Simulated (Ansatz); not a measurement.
## Run report: CH9Al2GeN, nudged elastic band (part 2 of 2)

Continued. System: CH9Al2GeN. Method: RKS B3LYP-D4/def2-SVP (Ansatz 0.2.0). The run did not end well. It belongs to a series of runs on one base structure; here: band between the two ends.

Geometry of the input (Å):
```
N  -0.6243  1.1455  -0.6910
Ge -0.4843  -0.0158  0.9237
Al 1.5745  0.6808  2.1356
C  -0.4410  -1.6134  -0.2063
Al -0.1876  -0.4797  -1.8765
H  -1.5610  1.5353  -0.8178
H  0.0254  1.9333  -0.7313
H  -1.8312  0.2500  1.6508
H  2.0696  -0.1300  3.4046
H  2.3878  1.9341  1.5974
H  0.3841  -2.2937  0.0554
H  -1.3893  -2.1695  -0.1314
H  1.3536  -0.2499  -2.2545
H  -1.2892  -0.5563  -3.0300
```

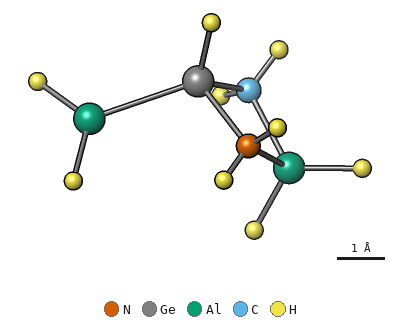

Fig. 1: The starting structure (ball-and-stick view, seen at a tilt). Sticks mark near contacts.

```
Unfinished report: {"positions_ang":[[-0.9981083106991386,1.5815883275258182,0.2361776313861612],[-0.5618265210226853,-0.1195975209198668,0.9209757002385079],[1.5300997512549706,0.7747076617200879,1.881932539219825],[-0.5561573326929169,-1.5339795428909193,-0.48069424095553775],[0.38558797538100414,-0.9146843762778916,-2.0715856636583965],[-1.9658756456374609,1.762334035416725,-0.02482351780940774],[-0.3863155888679771,1.9684685177887853,-0.4798883979097412],[-1.7203632980661296,-0.40399152548834133,1.9122584881661226],[1.880601608047944,0.8151191391458376,3.429876504277855],[2.4744058476578403,1.5192449008284985,0.8395290727823401],[-0.06338526656616296,-2.419493249469943,-0.03994710887083769],[-1.609414861396931,-1.7910914564171523,-0.6873767121954899],[1.9730285349103158,-0.9942389480946457,-2.110632207630284],[-0.3952769123026727,-0.2736849728669914,-3.2970021070411177]],"unchecked":["starts","cluster_reference","orbital_swaps","neighbouring_geometries","increment"],"mean_field":{"relativity":"none","state":{"energy":{"ev":-72374.65226562432,"hartree":-2659.7194134604265},"converged":true,"gradient_ev":0.00003436009632798898,"stability":{"kind":"minimum","curvature_ev":24.666688699867738},"curvature_floor_ev":0.00030000000000000003,"spin_squared":-3.552713678800501e-14},"others":[],"fillings":{"estimated":0,"unestimated":0,"tried":0,"untried":0,"excluded_magnetic_sites":0},"n_dropped_functions":0,"n_trapped_functions":0,"passes":{"evaluations":3,"products":23},"factors":{"origin":"Cholesky decomposition","count":1491,"bound_ev":0.0005224361598364398},"gradient_stop_ev":0.00009,"reference_kind":"stationary","functional":{"name":"B3LYP","citations":["Stephens, Devlin, Chabalowski & Frisch, J. Phys. Chem. 98, 11623 (1994) doi:10.1021/j100096a001","Becke, Phys. Rev. A 38, 3098 (1988) doi:10.1103/PhysRevA.38.3098","Lee, Yang & Parr, Phys. Rev. B 37, 785 (1988) doi:10.1103/PhysRevB.37.785","Vosko, Wilk & Nusair, Can. J. Phys. 58, 1200 (1980) doi:10.1139/p80-159"],"text":"name \"B3LYP\"\ncite \"Stephens, Devlin, Chabalowski & Frisch, J. Phys. Chem. 98, 11623 (1994) doi:10.1021/j100096a001\"\ncite \"Becke, Phys. Rev. A 38, 3098 (1988) doi:10.1103/PhysRevA.38.3098\"\ncite \"Lee, Yang & Parr, Phys. Rev. B 37, 785 (1988) doi:10.1103/PhysRevB.37.785\"\ncite \"Vosko, Wilk & Nusair, Can. J. Phys. 58, 1200 (1980) doi:10.1139/p80-159\"\nparameter a0 = 0.2\nparameter ax = 0.72\nparameter ac = 0.81\nexchange = (1 - a0 - ax)*slater_x + ax*b88_x + a0*exact_x\ncorrelation = (1 - ac)*vwn_rpa_c + ac*lyp_c\n","parameters":{"a0":{"value":0.2,"default":0.2},"ac":{"value":0.81,"default":0.81},"ax":{"value":0.72,"default":0.72}},"final_grid":{"core_spheres":13.0,"valence_spheres":11.0,"degree":36.0},"final_grid_parameter_source":"default","radial_points_factor":1.0,"radial_grid_error_ev":6.729326096032238e-7,"grid_sensitivity":"normal","grid_sensitivity_ratio":0.0013437628806248659},"unsmoothed_excess_ev":-0.0003469589571330634,"symmetry":{"irreps":["A"],"axes":[[0.9996146044774006,0.012928380051943016,0.024566226912630884],[-0.013174396389253034,0.9998644102487895,0.009879088906349977],[-0.02443517536808739,-0.010198926760853442,0.9996493905853481]],"occupied":[{"A":40},{"A":40}]},"held":{"pivots":1491,"left_out":0,"joined":0},"density_repulsion":{"missed_ev":0.0000147488845834367,"excess_ev":0.0,"most_excess_ev":0.000216,"are_drawn_again":false,"n_first_factors":1491,"energy_change_ev":0.0,"n_dropped_ends":0}},"factors":{"origin":"Cholesky decomposition","count":1491,"bound_ev":0.0005224361598364398},"n_frozen":0,"n_occupied":[40,40],"n_virtual":[101,101],"reference":{"ev":-72374.65226562432,"hartree":-2659.7194134604265},"dispersion":{"energy":{"ev":-0.5472728700177106,"hartree":-0.020111907018276205},"switches_in_reach":[]},"total":{"ev":-72375.19953849433,"hartree":-2659.7395253674445},"forces_ev_per_angstrom":[[-0.012815974689417014,0.010618765196639499,-0.0013176397916717531],[0.024445099652013916,-0.0019039035152608724,-0.00020378226732244847],[-0.002733218505401404,-0.006884544934488155,0.012445138398914368],[0.0013976076707185002,-0.011051753170696246,-0.00815628864081476],[-0.01855001366818666,-0.0015788438631774912,0.00867304226484129],[0.0011756237754656108,-0.00319385445099164,-0.0073568590812094735],[0.00505279289539255,-0.00015923818321323877,-0.005674644934262009],[-0.003153171255377611,0.005881262249838077,-0.00452736993597469],[0.0038355086182687813,-0.0017184227580860144,0.0022571124948378915],[-0.0009007236073126906,-0.0004137869058265546,0.0028780399411023234],[-0.00017937379642000073,0.004719009877790223,0.005076990137501216],[0.005630220140761342,-0.0017849242556931206,-0.0008453594472343519],[-0.0019545548545255014,0.008501344137017426,-0.002570546920603144],[-0.0012498223755163325,-0.0010311094224063114,-0.0006778322115604321]],"charge_distribution":{"dipole_moment_e_ang":[-0.16281892100544118,-0.19647348184839528,-0.05901989730007303],"mulliken_charges_e":[-0.38990918447220224,0.23956954427888633,0.45546935016250245,-0.43192969178583684,0.5387075289776568,0.11607702711639667,0.11393515421339162,-0.08684431686392324,-0.15229846681861003,-0.16440450495841086,0.05458099692220475,0.060086051013757746,-0.17788581355437216,-0.17515367423148165],"lowdin_charges_e":[0.06912750702384685,-0.01164334950959045,0.31012870042853,-0.20280613460635255,0.3142734038565749,0.004302266403682031,0.005966681362931769,-0.053759703952276805,-0.11829202668773564,-0.11749421923419945,0.032667735427172606,0.02923225052339029,-0.13001473304971833,-0.13168837798633737]},"n_threads":2,"memory_gib":2.556818182580173,"seconds":{"hamiltonian":10.62688463,"orbitals":0.0,"second_order":0.0,"solver_start":0.0,"cycles":0.0,"cycle":0.0,"perturbative":0.0,"full_ci_increment":0.0,"forces":0.0}}
this run last wrote the band of iteration 24 to [file]
Error: NEB band did not converge after 24 iterations: max|band force component| = 5.01e-1 eV/Å (threshold 5.0e-2); raise `neb.max_iterations` in a new run, which can start from the last band evaluated (`neb.initial_path`, with `crystal.atoms` and `neb.final_atoms` set to its first and last images), add images, or start from endpoints closer to local minima. Where this run's directory can be resumed (`checkpoint.write`), a resume goes on for up to `neb.max_iterations` more; to start a new run from the last band, take its images' positions from the `neb_iteration` event of iteration 24 (`data.images[].positions_ang`), in the event stream of the run that computed that iteration (not this run's, if it was resumed behind it). With `checkpoint.write`, `steps/00-neb/state/checkpoint.json` in the run directory holds the last saved band, under `neb.evaluated.images[].positions_ang` (a band under a hybrid functional on support functions is neither saved nor resumed: `neb.initial_path` says where its path is): check the last entry of `neb.iterations` there, which is earlier than 24 if that iteration was not saved or its write failed. If the band's step has no `state` directory and holds `state.next`, a write was cut short, and the file is under `state.next` instead (behind a loss of power it can be under `state.prev`)
this run wrote the band of iteration 24 to [file] as well, whether or not its events were kept: a new run's `neb.initial_path` can list its `images[].positions_ang`
a run's events are kept only if it was started with --events-out <file>, and are in that file
```

### The last band as extended XYZ (Å, eV, eV/Å)
```
14
Properties=species:S:1:pos:R:3:forces:R:3 image=0 energy=-72376.31676
N    -0.6243    1.1455   -0.6910    0.0047   0.0005  -0.0018
Ge   -0.4843   -0.0158    0.9237   -0.0044  -0.0023  -0.0013
Al    1.5745    0.6808    2.1356    0.0022   0.0014   0.0054
C    -0.4410   -1.6134   -0.2063    0.0107   0.0037   0.0074
Al   -0.1876   -0.4797   -1.8765   -0.0033  -0.0028  -0.0056
H    -1.5610    1.5353   -0.8178   -0.0014   0.0057  -0.0012
H     0.0254    1.9333   -0.7313   -0.0037   0.0034   0.0003
H    -1.8312    0.2500    1.6508    0.0025  -0.0028  -0.0001
H     2.0696   -0.1300    3.4046    0.0010   0.0018  -0.0057
H     2.3878    1.9341    1.5974   -0.0018  -0.0022   0.0009
H     0.3841   -2.2937    0.0554   -0.0063  -0.0048  -0.0003
H    -1.3893   -2.1695   -0.1314   -0.0032  -0.0029   0.0007
H     1.3536   -0.2499   -2.2545    0.0015   0.0006   0.0013
H    -1.2892   -0.5563   -3.0300    0.0018   0.0008   0.0000
14
Properties=species:S:1:pos:R:3:forces:R:3 image=1 energy=-72376.31146
N    -0.7392    1.1437   -0.7193    0.0367  -0.0115   0.0225
Ge   -0.5833    0.0571    0.9523    0.0040  -0.0159  -0.0296
Al    1.6275    0.6357    1.9447   -0.0201  -0.0048  -0.0025
C    -0.5256   -1.5788   -0.1188    0.0056   0.0047  -0.0149
Al   -0.0537   -0.4860   -1.7631    0.0085  -0.0091   0.0126
H    -1.7024    1.4274   -0.9123   -0.0145  -0.0058   0.0040
H    -0.1730    1.9932   -0.7621   -0.0219   0.0106   0.0087
H    -1.8986    0.3828    1.7102    0.0095  -0.0040   0.0192
H     2.4232   -0.5250    2.6761    0.0085   0.0424   0.0052
H     2.2119    2.1071    1.8291    0.0091  -0.0133  -0.0207
H     0.2450   -2.2756    0.2461   -0.0172  -0.0178  -0.0098
H    -1.4943   -2.1037   -0.1335   -0.0223   0.0208  -0.0015
H     1.5241   -0.1513   -1.8012   -0.0029  -0.0052   0.0164
H    -0.8746   -0.6559   -3.1194    0.0169   0.0090  -0.0096
14
Properties=species:S:1:pos:R:3:forces:R:3 image=2 energy=-72376.30317
N    -0.7236    1.1249   -0.6108    0.0121   0.0165   0.0332
Ge   -0.5301   -0.0833    0.9699   -0.0001   0.0181   0.0275
Al    1.6403    0.6416    1.9533   -0.0158  -0.0242  -0.0132
C    -0.5606   -1.6253   -0.2374   -0.0043   0.0024  -0.0222
Al   -0.0500   -0.4090   -1.7863   -0.0188  -0.0702  -0.0238
H    -1.6940    1.4146   -0.7504   -0.0108   0.0019  -0.0445
H    -0.1625    1.9785   -0.5946   -0.0060   0.0178  -0.0081
H    -1.8226    0.1877    1.7891   -0.0037   0.0021  -0.0010
H     2.2017    0.0270    3.3014    0.0126  -0.0324  -0.0119
H     2.4269    1.7800    1.1792   -0.0043   0.0300   0.0224
H     0.1477   -2.4205    0.0403    0.0156   0.0149   0.0106
H    -1.5739   -2.0592   -0.2775    0.0049   0.0044   0.0204
H     1.5325   -0.1326   -1.7782    0.0244   0.0096  -0.0035
H    -0.8447   -0.4537   -3.1692   -0.0058   0.0090   0.0141
14
Properties=species:S:1:pos:R:3:forces:R:3 image=3 energy=-72375.66747
N    -0.8536    1.2547   -0.3870    0.2568  -0.6415  -0.3927
Ge   -0.5428   -0.1078    0.9346    0.2096  -0.4543   0.4002
Al    1.6169    0.6881    1.8835   -0.0177   0.0343   0.0165
C    -0.5710   -1.5990   -0.3366   -0.1332  -0.0011  -0.1808
Al    0.1290   -0.5786   -1.8920   -0.1678   0.1365   0.0928
H    -1.8088    1.5904   -0.3252   -0.4254  -0.0388  -0.4268
H    -0.2890    2.0838   -0.2873    0.4553   0.4551   0.0609
H    -1.7560   -0.1461    1.9031   -0.0575   0.1706  -0.0026
H     2.0043    0.6052    3.4166    0.0465  -0.0870   0.0301
H     2.5221    1.5226    0.8783    0.0056  -0.0065   0.0297
H     0.0053   -2.4903   -0.0433    0.0471   0.0707   0.0473
H    -1.6207   -1.9005   -0.5038    0.0052  -0.0203   0.1461
H     1.7318   -0.5378   -1.9120   -0.0580   0.3288   0.1427
H    -0.5806   -0.4140   -3.3001   -0.1666   0.0536   0.0365
14
Properties=species:S:1:pos:R:3:forces:R:3 image=4 energy=-72375.19919
N    -0.9981    1.5816    0.2362   -0.0128   0.0106  -0.0013
Ge   -0.5618   -0.1196    0.9210    0.0244  -0.0019  -0.0002
Al    1.5301    0.7747    1.8819   -0.0027  -0.0069   0.0124
C    -0.5562   -1.5340   -0.4807    0.0014  -0.0111  -0.0082
Al    0.3856   -0.9147   -2.0716   -0.0186  -0.0016   0.0087
H    -1.9659    1.7623   -0.0248    0.0012  -0.0032  -0.0074
H    -0.3863    1.9685   -0.4799    0.0051  -0.0002  -0.0057
H    -1.7204   -0.4040    1.9123   -0.0032   0.0059  -0.0045
H     1.8806    0.8151    3.4299    0.0038  -0.0017   0.0023
H     2.4744    1.5192    0.8395   -0.0009  -0.0004   0.0029
H    -0.0634   -2.4195   -0.0399   -0.0002   0.0047   0.0051
H    -1.6094   -1.7911   -0.6874    0.0056  -0.0018  -0.0008
H     1.9730   -0.9942   -2.1106   -0.0020   0.0085  -0.0026
H    -0.3953   -0.2737   -3.2970   -0.0013  -0.0010  -0.0007
14
Properties=species:S:1:pos:R:3:forces:R:3 image=5 energy=-72375.50016
N    -0.5928    1.5488    0.4533    0.2094  -0.0811   0.1541
Ge   -0.5093   -0.3918    0.9863    0.0201  -0.1081  -0.0126
Al    1.2531    1.0471    1.7378   -0.1597   0.2134  -0.0753
C    -0.6237   -1.6131   -0.5502   -0.0098  -0.0693  -0.0417
Al    0.3888   -0.9722   -2.0910   -0.0259  -0.0056  -0.0116
H    -1.5412    1.9398    0.4682    0.2571   0.0918   0.3426
H    -0.2130    1.8211   -0.4572    0.1058  -0.1002   0.0449
H    -1.8217   -0.4340    1.8169   -0.0484  -0.0451  -0.0531
H     1.5110    1.2591    3.2956   -0.2229   0.2483  -0.0962
H     2.3598    1.4763    0.6846   -0.0639  -0.0365  -0.0897
H    -0.1461   -2.5264   -0.1500   -0.0331  -0.0709  -0.0900
H    -1.6809   -1.8287   -0.7674   -0.0321  -0.0301  -0.0552
H     1.9696   -1.0854   -2.0992   -0.0009  -0.0241  -0.0154
H    -0.3666   -0.2700   -3.2989    0.0042   0.0175  -0.0007
14
Properties=species:S:1:pos:R:3:forces:R:3 image=6 energy=-72376.01717
N    -0.4611    1.4886    0.5237    0.0238   0.0046   0.0162
Ge   -0.4929   -0.5474    1.1263   -0.0008  -0.0441   0.0287
Al    1.1877    1.2035    1.5639    0.0001   0.0285  -0.0248
C    -0.6236   -1.6243   -0.5392    0.0219  -0.0114  -0.0133
Al    0.4668   -0.9839   -2.0285   -0.0001  -0.0024   0.0136
H    -1.2658    2.0026    0.8844    0.0248   0.0046   0.0443
H    -0.3950    1.7003   -0.4737   -0.0196  -0.0116   0.0004
H    -1.9217   -0.5243    1.7572   -0.0088  -0.0133  -0.0134
H     1.2533    1.8485    3.0067   -0.0345   0.0636  -0.0309
H     2.3874    1.1498    0.5229   -0.0052  -0.0350  -0.0056
H    -0.2559   -2.6212   -0.2328   -0.0106  -0.0035  -0.0145
H    -1.6867   -1.7167   -0.8156   -0.0093   0.0094  -0.0104
H     1.9713   -1.4452   -2.2045   -0.0003  -0.0309  -0.0173
H    -0.1768    0.0405   -3.0620    0.0186   0.0415   0.0271
14
Properties=species:S:1:pos:R:3:forces:R:3 image=7 energy=-72376.13849
N    -0.5646    1.4578    0.5077   -0.0182   0.0007  -0.0012
Ge   -0.6260   -0.5466    1.2218   -0.0172  -0.0069   0.0142
Al    1.1575    1.1376    1.3586   -0.0087  -0.0117  -0.0192
C    -0.6000   -1.5864   -0.4663    0.0140  -0.0009   0.0173
Al    0.6704   -0.8684   -1.7817    0.0270   0.0243   0.0327
H    -1.2711    2.0358    0.9641   -0.0046  -0.0024   0.0131
H    -0.6407    1.6075   -0.5005   -0.0348  -0.0124  -0.0003
H    -2.0775   -0.5387    1.7929   -0.0169  -0.0088   0.0007
H     1.5398    2.0076    2.6204    0.0347   0.0178  -0.0513
H     2.1171    0.7127    0.1427   -0.0355  -0.0528  -0.0506
H    -0.3060   -2.6132   -0.1837   -0.0046   0.0051   0.0010
H    -1.6231   -1.6247   -0.8798    0.0076   0.0093  -0.0170
H     2.0293   -1.5984   -2.1349    0.0101  -0.0138   0.0027
H     0.1817    0.3881   -2.6326    0.0470   0.0525   0.0579
14
Properties=species:S:1:pos:R:3:forces:R:3 image=8 energy=-72376.42331
N    -0.6819    1.4289    0.4929    0.0044  -0.0066  -0.0055
Ge   -0.7888   -0.5443    1.2721    0.0010  -0.0026   0.0062
Al    1.0754    1.0035    1.1889   -0.0039   0.0058   0.0008
C    -0.5782   -1.5330   -0.4094   -0.0008   0.0065  -0.0026
Al    0.8912   -0.6695   -1.4673    0.0010   0.0015  -0.0002
H    -1.2809    2.0767    1.0069    0.0024  -0.0003   0.0016
H    -0.8556    1.5496   -0.5087   -0.0027   0.0018   0.0004
H    -2.2202   -0.5447    1.8834   -0.0003   0.0002  -0.0024
H     1.9217    1.9922    2.0729    0.0011  -0.0008   0.0008
H     1.7807    0.2945   -0.1215    0.0013  -0.0004  -0.0002
H    -0.2911   -2.5669   -0.1485   -0.0017  -0.0026   0.0032
H    -1.5288   -1.5757   -0.9688   -0.0009  -0.0019  -0.0021
H     2.1279   -1.5444   -1.9474    0.0003   0.0004  -0.0005
H     0.4156    0.6038   -2.3168   -0.0011  -0.0009   0.0004
```

### Outcome

| quantity | value |
| --- | --- |
| outcome | not converged |
| barrier, forward (band not converged) | 1.118 eV |
| barrier, backward | 1.224 eV |
| hardware | 2 threads of Intel Xeon @ 2.50GHz (Skylake/Cascade Lake), 189 GiB of memory available, shared host |
| wall time | 33 min (CPU time 62 min) |
| peak memory | 0.53 GiB |

The run did not converge: “NEB band did not converge after 24 iterations: max|band force component| = 5.01e-1 eV/Å (threshold 5.0e-2); raise `neb.max_iterations` in a new run, which can start from the last band evaluated (`neb.initial_path`, with `crystal.atoms` and `neb.final_atoms` set to its first and last images), add images, or start from endpoints closer to local minima …” Its last values are not results.
